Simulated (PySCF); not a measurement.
**Single-point calculation of GeHBr**

GeHBr, computed with BCCD(T)/STO-6G, RHF (PySCF 2.14.0).

A bond length was changed on purpose from its optimised value.

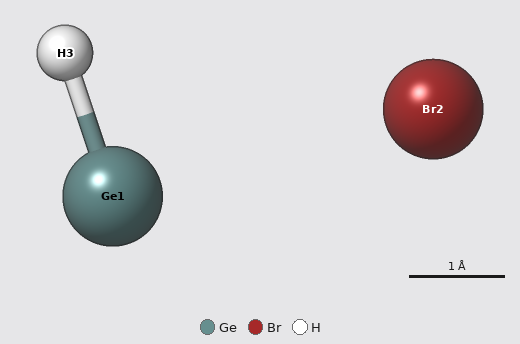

The structure (ball-and-stick view, seen on its broad side; atoms are numbered from 1 in the order of the input). Sticks mark near contacts. Bond lengths as drawn: Ge–H 1.60 Å.

Results in brief:

| quantity | value |
| --- | --- |
| outcome | converged |
| total energy | −4624.403443 hartree |
| SCF energy | −4624.312630 hartree |
| correlation energy | −0.090813 hartree |
| (T) correction | −0.000549 hartree |
| basis functions | 37 |
| hardware | 1 thread of Intel Xeon (Sapphire Rapids), 16 GiB of memory available, shared host |
| wall time | 2.2 s |
| peak memory | 0.11 GiB |

Input (run.py):
```python
from pyscf import gto, scf, cc
from pyscf.cc.bccd import bccd_kernel_

mol = gto.M(
    atom='''
Ge       0.202306      -1.998404      -0.121941
Br       0.673600       1.417200       0.525900
H       -1.201094      -1.760704      -0.849141
''',
    verbose=3,
    max_memory=1860,
    spin=0,
    basis='sto-6g',
    charge=0,
)

calc0 = scf.RHF(mol)
calc0.conv_tol = 1e-10
calc0.kernel()
if not calc0.converged:
    calc0 = calc0.newton().run(calc0.mo_coeff, calc0.mo_occ)

mycc = cc.CCSD(calc0, frozen=18).run()
mycc = bccd_kernel_(mycc, diis=True)
e_t = mycc.ccsd_t()
etot = mycc.e_tot + e_t
print(f'total energy: {etot:.8f} hartree')
```

Run as:
```bash
OMP_NUM_THREADS=1 python run.py
```

The program's output:
```
converged SCF energy = -4624.31263018055
E(CCSD) = -4624.402681107127  E_corr = -0.09005092657928955
BCCD loop starts.

******** <class 'pyscf.cc.ccsd.CCSD'> ********
CC2 = 0
CCSD nocc = 16, nmo = 19
frozen orbitals 18
max_cycle = 50
direct = 0
conv_tol = 1e-07
conv_tol_normt = 1e-05
diis_space = 6
diis_start_cycle = 0
diis_start_energy_diff = 1e+09
Init E_corr(CCSD) = -0.0627715764460879
cycle = 1  E_corr(CCSD) = -0.155483959726768  dE = -0.0927123833  norm(t1,t2) = 0.42926
cycle = 2  E_corr(CCSD) = -0.10771234372045  dE = 0.047771616  norm(t1,t2) = 0.232515
cycle = 3  E_corr(CCSD) = -0.128330976768664  dE = -0.020618633  norm(t1,t2) = 0.168021
cycle = 4  E_corr(CCSD) = -0.129542522911017  dE = -0.00121154614  norm(t1,t2) = 0.0110466
cycle = 5  E_corr(CCSD) = -0.129256349225966  dE = 0.000286173685  norm(t1,t2) = 0.00526217
cycle = 6  E_corr(CCSD) = -0.128868077959496  dE = 0.000388271266  norm(t1,t2) = 0.00358303
cycle = 7  E_corr(CCSD) = -0.128674212157939  dE = 0.000193865802  norm(t1,t2) = 0.00147505
cycle = 8  E_corr(CCSD) = -0.128608542444464  dE = 6.56697135e-05  norm(t1,t2) = 0.000397836
cycle = 9  E_corr(CCSD) = -0.128603618544781  dE = 4.92389968e-06  norm(t1,t2) = 8.52942e-05
cycle = 10  E_corr(CCSD) = -0.128602510145392  dE = 1.10839939e-06  norm(t1,t2) = 5.4967e-05
cycle = 11  E_corr(CCSD) = -0.128601919220938  dE = 5.90924454e-07  norm(t1,t2) = 4.16097e-05
cycle = 12  E_corr(CCSD) = -0.128601190323038  dE = 7.288979e-07  norm(t1,t2) = 3.42456e-05
cycle = 13  E_corr(CCSD) = -0.128601801800113  dE = -6.11477075e-07  norm(t1,t2) = 2.74344e-05
cycle = 14  E_corr(CCSD) = -0.128601587346821  dE = 2.14453292e-07  norm(t1,t2) = 2.06233e-05
cycle = 15  E_corr(CCSD) = -0.128602135263099  dE = -5.47916278e-07  norm(t1,t2) = 7.00809e-06
cycle = 16  E_corr(CCSD) = -0.128602289130592  dE = -1.53867493e-07  norm(t1,t2) = 3.3176e-06
cycle = 17  E_corr(CCSD) = -0.128602226408652  dE = 6.272194e-08  norm(t1,t2) = 1.68833e-06
CCSD converged
E(CCSD) = -4624.402814760317  E_corr = -0.128602226408652
BCC iter:    0  E:   -4624.402814760317  dE:   -1.337e-04  |t1|:    1.126e-01

******** <class 'pyscf.cc.ccsd.CCSD'> ********
CC2 = 0
CCSD nocc = 16, nmo = 19
frozen orbitals 18
max_cycle = 50
direct = 0
conv_tol = 1e-07
conv_tol_normt = 1e-05
diis_space = 6
diis_start_cycle = 0
diis_start_energy_diff = 1e+09
Init E_corr(CCSD) = -0.118022064225678
cycle = 1  E_corr(CCSD) = -0.0956867338886188  dE = 0.0223353303  norm(t1,t2) = 0.150084
cycle = 2  E_corr(CCSD) = -0.111009394674026  dE = -0.0153226608  norm(t1,t2) = 0.0849944
cycle = 3  E_corr(CCSD) = -0.106069918900993  dE = 0.00493947577  norm(t1,t2) = 0.0495154
cycle = 4  E_corr(CCSD) = -0.107792949168936  dE = -0.00172303027  norm(t1,t2) = 0.00812959
cycle = 5  E_corr(CCSD) = -0.107599367081549  dE = 0.000193582087  norm(t1,t2) = 0.00199929
cycle = 6  E_corr(CCSD) = -0.107512907908518  dE = 8.6459173e-05  norm(t1,t2) = 0.000533312
cycle = 7  E_corr(CCSD) = -0.107537744798016  dE = -2.48368895e-05  norm(t1,t2) = 0.000271688
cycle = 8  E_corr(CCSD) = -0.107558608281488  dE = -2.08634835e-05  norm(t1,t2) = 0.000145057
cycle = 9  E_corr(CCSD) = -0.107560892761974  dE = -2.28448049e-06  norm(t1,t2) = 5.96357e-05
cycle = 10  E_corr(CCSD) = -0.107561425337807  dE = -5.32575834e-07  norm(t1,t2) = 1.86856e-05
cycle = 11  E_corr(CCSD) = -0.10756158698482  dE = -1.61647012e-07  norm(t1,t2) = 1.06446e-05
cycle = 12  E_corr(CCSD) = -0.107561727430995  dE = -1.40446176e-07  norm(t1,t2) = 7.80901e-06
cycle = 13  E_corr(CCSD) = -0.107561759859185  dE = -3.24281899e-08  norm(t1,t2) = 6.46347e-06
CCSD converged
E(CCSD) = -4624.402887980288  E_corr = -0.107561759859185
BCC iter:    1  E:   -4624.402887980288  dE:   -7.322e-05  |t1|:    1.782e-03

******** <class 'pyscf.cc.ccsd.CCSD'> ********
CC2 = 0
CCSD nocc = 16, nmo = 19
frozen orbitals 18
max_cycle = 50
direct = 0
conv_tol = 1e-07
conv_tol_normt = 1e-05
diis_space = 6
diis_start_cycle = 0
diis_start_energy_diff = 1e+09
Init E_corr(CCSD) = -0.107572629788914
cycle = 1  E_corr(CCSD) = -0.107726166416658  dE = -0.000153536628  norm(t1,t2) = 0.00166718
cycle = 2  E_corr(CCSD) = -0.107625743038166  dE = 0.000100423378  norm(t1,t2) = 0.000649753
cycle = 3  E_corr(CCSD) = -0.107660769398297  dE = -3.50263601e-05  norm(t1,t2) = 0.000410692
cycle = 4  E_corr(CCSD) = -0.107655182310584  dE = 5.58708771e-06  norm(t1,t2) = 0.000125783
cycle = 5  E_corr(CCSD) = -0.107655768073325  dE = -5.85762741e-07  norm(t1,t2) = 5.11578e-05
cycle = 6  E_corr(CCSD) = -0.107653846820174  dE = 1.92125315e-06  norm(t1,t2) = 3.09158e-05
cycle = 7  E_corr(CCSD) = -0.107653560007959  dE = 2.86812215e-07  norm(t1,t2) = 8.11713e-06
cycle = 8  E_corr(CCSD) = -0.107653407065953  dE = 1.52942006e-07  norm(t1,t2) = 6.07021e-06
cycle = 9  E_corr(CCSD) = -0.107653231333758  dE = 1.75732195e-07  norm(t1,t2) = 5.20677e-06
cycle = 10  E_corr(CCSD) = -0.10765307882859  dE = 1.52505167e-07  norm(t1,t2) = 4.35225e-06
cycle = 11  E_corr(CCSD) = -0.107653152947579  dE = -7.41189883e-08  norm(t1,t2) = 3.30897e-06
CCSD converged
E(CCSD) = -4624.402893903048  E_corr = -0.1076531529475785
BCC iter:    2  E:   -4624.402893903048  dE:   -5.923e-06  |t1|:    1.169e-04

******** <class 'pyscf.cc.ccsd.CCSD'> ********
CC2 = 0
CCSD nocc = 16, nmo = 19
frozen orbitals 18
max_cycle = 50
direct = 0
conv_tol = 1e-07
conv_tol_normt = 1e-05
diis_space = 6
diis_start_cycle = 0
diis_start_energy_diff = 1e+09
Init E_corr(CCSD) = -0.107652036006457
cycle = 1  E_corr(CCSD) = -0.107644433941617  dE = 7.60206484e-06  norm(t1,t2) = 0.000100942
cycle = 2  E_corr(CCSD) = -0.107650142641986  dE = -5.70870037e-06  norm(t1,t2) = 3.41492e-05
cycle = 3  E_corr(CCSD) = -0.107648128708026  dE = 2.01393396e-06  norm(t1,t2) = 1.96743e-05
cycle = 4  E_corr(CCSD) = -0.107648472412259  dE = -3.43704233e-07  norm(t1,t2) = 3.51929e-06
cycle = 5  E_corr(CCSD) = -0.107648572822309  dE = -1.0041005e-07  norm(t1,t2) = 1.6172e-06
cycle = 6  E_corr(CCSD) = -0.107648617900909  dE = -4.50786008e-08  norm(t1,t2) = 1.09796e-06
CCSD converged
E(CCSD) = -4624.402894618297  E_corr = -0.1076486179009094
BCC iter:    3  E:   -4624.402894618297  dE:   -7.152e-07  |t1|:    3.385e-05

******** <class 'pyscf.cc.ccsd.CCSD'> ********
CC2 = 0
CCSD nocc = 16, nmo = 19
frozen orbitals 18
max_cycle = 50
direct = 0
conv_tol = 1e-07
conv_tol_normt = 1e-05
diis_space = 6
diis_start_cycle = 0
diis_start_energy_diff = 1e+09
Init E_corr(CCSD) = -0.107648928785861
cycle = 1  E_corr(CCSD) = -0.107650216597599  dE = -1.28781174e-06  norm(t1,t2) = 2.58975e-05
cycle = 2  E_corr(CCSD) = -0.107649309730787  dE = 9.06866812e-07  norm(t1,t2) = 5.71048e-06
cycle = 3  E_corr(CCSD) = -0.107649626208648  dE = -3.16477861e-07  norm(t1,t2) = 3.76336e-06
cycle = 4  E_corr(CCSD) = -0.107649568220471  dE = 5.79881778e-08  norm(t1,t2) = 2.06725e-06
CCSD converged
E(CCSD) = -4624.402894541743  E_corr = -0.1076495682204705
BCC iter:    4  E:   -4624.402894541743  dE:    7.655e-08  |t1|:    8.255e-06
CCSD(T) correction = -0.000548730710253903
total energy: -4624.40344327 hartree
```
